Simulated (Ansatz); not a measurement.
# Band edges and screening of capped honeycombs of SiC

How do lattice constant, gap, band edges against the vacuum and out-of-plane screening change with the capping atoms?

How it was computed: Ansatz 0.2.0, plane waves with PAW datasets (its set soft_2), PBE with D3(BJ) or D4 dispersion as listed, spin-polarised where a moment is listed. Cell and atoms are relaxed, then single points with 18 Å of vacuum and a dipole correction give the bands along the symmetry path and the vacuum levels; the slope of the dipole p over the fields up to 0.1 V/Å along the normal (atoms held, so electronic screening alone; stronger fields, where run, are left out of the fit) is quoted as p/(ε₀AE), the thickness of a perfect conductor with the same dipole.

What came out:

```
          layer  upper / lower face  dispersion  moment (μB a cell)  a (Å)  gap (eV)  ionisation energy (eV)  affinity (eV)  work function (eV)  vacuum step (eV)  outer atoms apart (Å)  equivalent conductor (Å)
  H-SiC-H chair               H / H          D3                   -   3.11      3.74                    6.24           2.49                   -             +1.76                   3.18                      3.41
  F-SiC-H chair               F / H          D3                   -   3.12      3.50                    8.60           5.10                   -             +4.29                   3.27                      3.23
  H-SiC-F chair               H / F          D3                   -   3.14      2.69                    5.18           2.49                   -             −2.39                   3.51                      3.61
  F-SiC-F chair               F / F          D3                   -   3.15      1.94                    7.56           5.62                   -             +0.08                   3.61                      3.42
Cl-SiC-Cl chair             Cl / Cl          D3                   -   3.25      2.24                    5.60           3.37                   -             +0.18                   4.42                      5.60
```

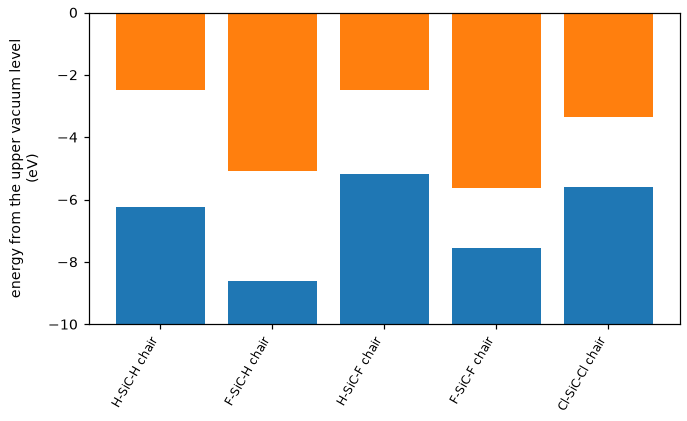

Valence bands (blue) and conduction bands (orange) against the vacuum level above the layer.

**Reading.** The rows are sorted by lattice constant, from 3.11 Å (H-SiC-H chair) to 3.25 Å (Cl-SiC-Cl chair). All of the 5 layers have a gap over 0.05 eV, from 1.94 eV (F-SiC-F chair) to 3.74 eV (H-SiC-H chair). The equivalent conductor thickness less the distance between the outer atoms runs from −0.2 to +1.2 Å. Ionisation energies on the upper face run from 5.18 eV (H-SiC-F chair) to 8.60 eV (F-SiC-H chair). Layers without a mirror or inversion between their faces carry a dipole and a step between the vacuum levels, largest in F-SiC-H chair, 4.29 eV.

Caveats: PBE gaps usually lie under quasiparticle gaps, and spin-orbit coupling and excitons are left out. The layers are built from prototypes, and no phonons were run to test their stability; OH-capped layers and open-shell layers run without spin are not listed. Edges and work functions are for the upper face; the vacuum step is the upper vacuum level less the lower. In the names of the capped layers the first cap sits on the first backbone element, on the upper face. The table is a selection: not every member that was run is listed.

[Logs are printed without paths, hosts, clocks, repeated set-up lines and the standing remarks that a program may print on its own settings, such as how far it seeks lower states.]
